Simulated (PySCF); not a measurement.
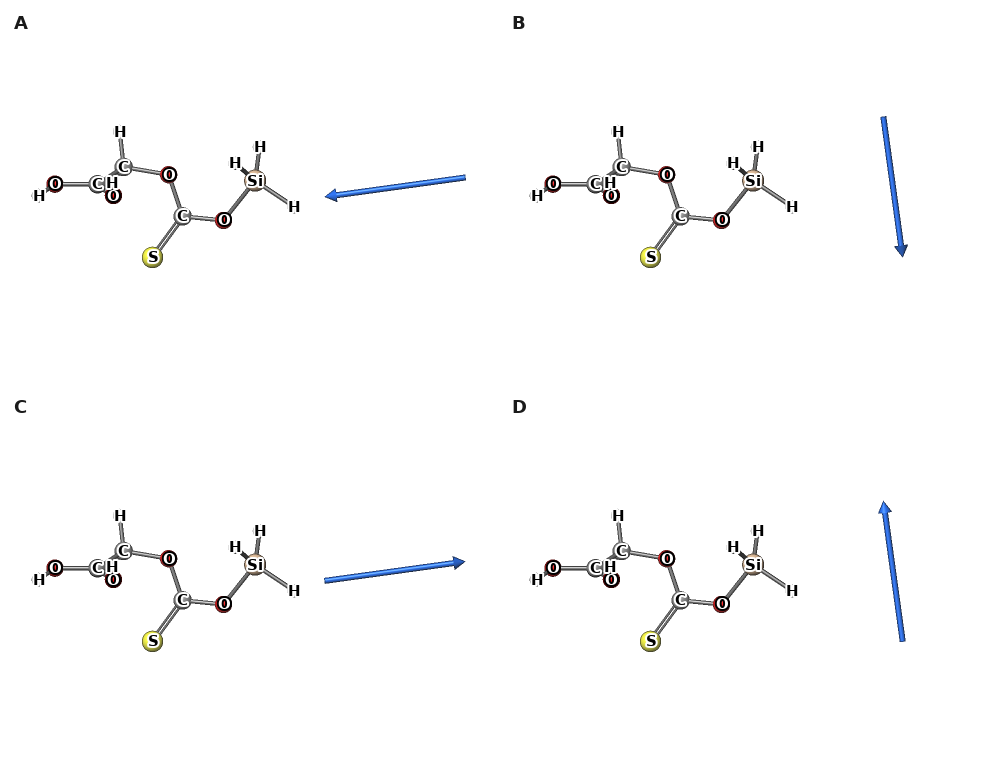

The same molecule four times, each with an arrow. The geometry was computed by an optimisation with GFN2-xTB. No frequency run is at hand to confirm it as a minimum. Properties computed with PBE0/pcSseg-1, gas phase (PySCF 2.14.0).

> Which arrow points along the dipole moment, from the negative to the positive end?

D. The dipole moment is 3.75 D.

The geometry is semi-empirical. Around Si such bond lengths and angles can be off by a tenth of an ångström or more and by several degrees, and values that hang on the shape move with them.
